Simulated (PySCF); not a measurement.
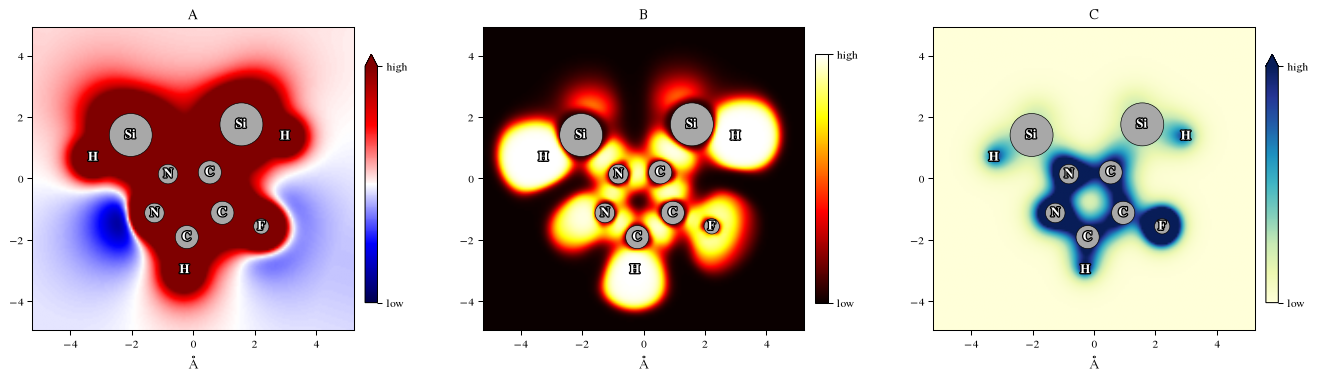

C$_{3}$H$_{7}$FN$_{2}$Si$_{2}$ (SMILES Fc1cnn([SiH3])c1[SiH3]): 3 fields on the plane of atoms C3, N4 and N5, with unlabelled colour scales. Grey discs cover the atomic cores.

Geometry: GFN2-xTB.

The calculation used CAM-B3LYP/def2-SVPD, SCF density, gas phase in PySCF 2.14.0.

> Which field does each panel show? The fields are: electron density, electron localisation function and electrostatic potential.

Panel A: electrostatic potential (strongly positive close to the atoms, with negative regions outside electron-rich atoms). Panel B: electron localisation function. Panel C: electron density. From the grid: C–N (1.31 Å): ρ is about 2.6 e/Å³ halfway; the ELF peaks at about 0.90 between the atoms (localised, covalent bonding). N–N (1.34 Å): the density is about 2.6 e/Å³ at the midpoint; the ELF peaks at about 0.90 between the atoms; a covalent bond.
